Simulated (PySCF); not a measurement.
# C9H12: magnetic properties

Wanted: magnetic properties for C9H12 (`C#CC(C#C)C(C)(C)C`).

Programs: PySCF 2.14.0, with routines of our own; each step states its level. All values are computed. Atoms count from 0.

## (1) The starting structure

21 atoms, charge 0, multiplicity 1; geometry from: GFN2-xTB.

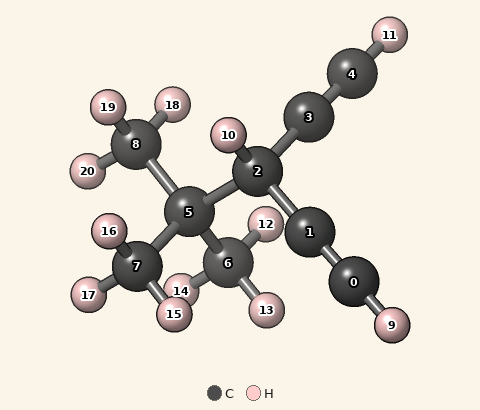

The starting geometry (carbon dark grey, hydrogen pink).

## (2) Magnetic properties: GIAO HF/pcSseg-1

What the job is given:

```
{"job": {"kind": "mag", "xc": "HF", "basis": "pcSseg-1", "isotopologues": 0}, "charge": 0, "multiplicity": 1}
C      2.155623     2.187179     0.053236
C      1.614911     1.138630    -0.145909
C      0.970143    -0.147746    -0.365492
C      1.540586    -1.107445     0.568465
C      2.022092    -1.877593     1.347316
C     -0.574465    -0.050954    -0.222380
C     -0.930948     0.410461     1.190871
C     -1.105136     0.953272    -1.246791
C     -1.183631    -1.428414    -0.488606
H      2.625981     3.110265     0.217284
H      1.205645    -0.480001    -1.386605
H      2.440088    -2.561755     2.023659
H     -0.550077    -0.294765     1.926826
H     -0.493501     1.386149     1.392584
H     -2.010654     0.482619     1.303753
H     -0.675559     1.937930    -1.075028
H     -0.857431     0.642983    -2.260649
H     -2.187555     1.030530    -1.169300
H     -0.809289    -2.156920     0.227480
H     -0.938835    -1.775311    -1.491180
H     -2.266908    -1.382173    -0.400005
```

Method: GIAO HF/pcSseg-1 magnetisability, rotational g tensor and spin-rotation constants, non-relativistic, gas phase.

Launch:

```
OMP_NUM_THREADS=1 python excited_run.py task.json out
```

One launch serves the whole session: the jobs run in the order shown.

Output:

```text
final grid: 165336 points
cycle   1  E = -347.4894795853  dE =  2.168e+00  |g| = 5.638e-01  |ddm| = 4.265e+00
cycle   2  E = -347.5876680825  dE = -9.819e-02  |g| = 2.477e-01  |ddm| = 9.865e-01
cycle   3  E = -347.6004168299  dE = -1.275e-02  |g| = 1.319e-01  |ddm| = 3.844e-01
cycle   4  E = -347.6050269312  dE = -4.610e-03  |g| = 3.030e-02  |ddm| = 1.809e-01
cycle   5  E = -347.6052471217  dE = -2.202e-04  |g| = 4.435e-03  |ddm| = 3.154e-02
cycle   6  E = -347.6052536121  dE = -6.490e-06  |g| = 1.242e-03  |ddm| = 9.427e-03
cycle   7  E = -347.6052542098  dE = -5.977e-07  |g| = 3.810e-04  |ddm| = 2.118e-03
cycle   8  E = -347.6052542948  dE = -8.499e-08  |g| = 1.312e-04  |ddm| = 7.647e-04
cycle   9  E = -347.6052543135  dE = -1.872e-08  |g| = 6.259e-05  |ddm| = 3.441e-04
cycle  10  E = -347.6052543195  dE = -5.994e-09  |g| = 3.001e-05  |ddm| = 1.699e-04
cycle  11  E = -347.6052543212  dE = -1.708e-09  |g| = 8.394e-06  |ddm| = 1.109e-04
cycle  12  E = -347.6052543213  dE = -9.743e-11  |g| = 2.150e-06  |ddm| = 3.069e-05
converged SCF energy = -347.6052543213

Magnetisability tensor (1e-30 J/T^2)
    -1636.89      -13.16      -30.79
      -13.16    -1731.71       20.97
      -30.79       20.97    -1676.20
isotropic -1681.60   principal values   -1738.83  -1690.06  -1615.92
isotropic susceptibility -101.268 1e-6 cm^3/mol

Inertial axes            a          b          c
rot. const./GHz      1.8453     1.6349     1.0843
chi total           -99.906   -104.715    -99.185
chi diamagnetic    -791.478   -881.574  -1243.101
chi paramagnetic    691.572    776.860   1143.917
quadrupole/D A       -1.169      4.765     -3.596
g nuclear            0.6022     0.6000     0.5847
g electronic        -0.5995    -0.5967    -0.5827
g total              0.0027     0.0034     0.0019

Spin-rotation constants (kHz, H = +C I.J)
atom  isotope        aa         bb         cc
  9     1H       -0.140     -0.052     -0.115
 10     1H       -0.192     -0.193      0.036
 11     1H       -0.139     -0.053     -0.114
 12     1H       -0.153     -0.038     -0.095
 13     1H       -0.153     -0.038     -0.095
 14     1H       -0.007     -0.198     -0.095
 15     1H       -0.149     -0.018     -0.109
 16     1H       -0.211     -0.189      0.020
 17     1H        0.008     -0.186     -0.107
 18     1H       -0.148     -0.018     -0.109
 19     1H       -0.211     -0.189      0.020
 20     1H        0.008     -0.186     -0.107
  0    13C*       0.406      0.276      0.314
  1    13C*       0.436      0.208      0.368
  2    13C*       0.240      0.262      0.158
  5    13C*       0.261      0.252      0.163
  6    13C*       0.274      0.247      0.131
* in the singly substituted isotopologue
```

It took 25 s on 1 thread of Arm Neoverse V1, shared host; peak memory 0.96 GiB.

Key values:

| quantity | value |
| --- | --- |
| magnetisability | -1682·10⁻³⁰ J/T² |
| molar susceptibility | -101.3·10⁻⁶ cm³/mol |
| rotational g (a, b, c) | 0.0027, 0.0034, 0.0019 |

## (3) Magnetic properties: GIAO PW91/pcseg-1 in chloroform

Settings changed since step 2:

```diff
@@ -1,2 +1,2 @@
-{"job": {"kind": "mag", "xc": "HF", "basis": "pcSseg-1", "isotopologues": 0}, "charge": 0, "multiplicity": 1}
+{"job": {"kind": "mag", "xc": "PW91", "basis": "pcseg-1", "solvent": "chloroform"}, "charge": 0, "multiplicity": 1}
 C      2.155623     2.187179     0.053236
```

Level: GIAO PW91/pcseg-1 magnetisability, non-relativistic, IEF-PCM chloroform.

Output:

```text
coarse grid: 17216 points
cycle   1  E = -349.5863799675  dE =  8.630e-01  |g| = 7.068e-01  |ddm| = 5.228e+00
cycle   2  E = -349.4807579089  dE =  1.056e-01  |g| = 9.349e-01  |ddm| = 1.874e+00
cycle   3  E = -349.7237386925  dE = -2.430e-01  |g| = 1.163e-01  |ddm| = 1.127e+00
cycle   4  E = -349.7262463058  dE = -2.508e-03  |g| = 6.307e-02  |ddm| = 1.727e-01
cycle   5  E = -349.7269558393  dE = -7.095e-04  |g| = 3.585e-02  |ddm| = 8.044e-02
cycle   6  E = -349.7272729787  dE = -3.171e-04  |g| = 6.223e-03  |ddm| = 3.704e-02
cycle   7  E = -349.7272815809  dE = -8.602e-06  |g| = 2.141e-03  |ddm| = 8.634e-03
final grid: 165336 points
cycle   8  E = -349.8140705477  dE = -1.032e-04  |g| = 1.206e-02  |ddm| = 1.239e-01
cycle   9  E = -349.8140272327  dE =  4.332e-05  |g| = 1.765e-02  |ddm| = 2.863e-02
cycle  10  E = -349.8141055088  dE = -7.828e-05  |g| = 3.806e-03  |ddm| = 1.818e-02
cycle  11  E = -349.8141088132  dE = -3.304e-06  |g| = 1.334e-03  |ddm| = 4.214e-03
cycle  12  E = -349.8141092616  dE = -4.484e-07  |g| = 2.636e-04  |ddm| = 1.665e-03
cycle  13  E = -349.8141092779  dE = -1.632e-08  |g| = 8.333e-05  |ddm| = 3.322e-04
cycle  14  E = -349.8141092793  dE = -1.363e-09  |g| = 3.932e-05  |ddm| = 1.099e-04
cycle  15  E = -349.8141092796  dE = -3.447e-10  |g| = 1.455e-05  |ddm| = 4.491e-05
converged SCF energy = -349.8141092796

Magnetisability tensor (1e-30 J/T^2)
    -1551.55      -15.74      -37.24
      -15.74    -1661.46       23.17
      -37.24       23.17    -1600.50
isotropic -1604.50   principal values   -1669.37  -1617.34  -1526.81
isotropic susceptibility -96.626 1e-6 cm^3/mol

Inertial axes            a          b          c
rot. const./GHz      1.8453     1.6349     1.0843
chi total           -95.055   -100.532    -94.290
chi diamagnetic    -789.993   -879.434  -1241.405
chi paramagnetic    694.938    778.902   1147.115
quadrupole/D A       -0.678      4.143     -3.465
```

It took 33 s on 1 thread of Arm Neoverse V1, shared host; peak memory 0.87 GiB.

From this job:

```csv
quantity,value
magnetisability,-1604·10⁻³⁰ J/T²
molar susceptibility,-96.6·10⁻⁶ cm³/mol
```

## (4) Results

```
                                         quantity                   value
       magnetisability (step 2, GIAO HF/pcSseg-1)        -1682·10⁻³⁰ J/T²
  molar susceptibility (step 2, GIAO HF/pcSseg-1)     -101.3·10⁻⁶ cm³/mol
rotational g (a, b, c) (step 2, GIAO HF/pcSseg-1)  0.0027, 0.0034, 0.0019
```

**Reading.** The values above hold for this geometry and these levels alone. Vibrational averaging and real surroundings are missing from these values.
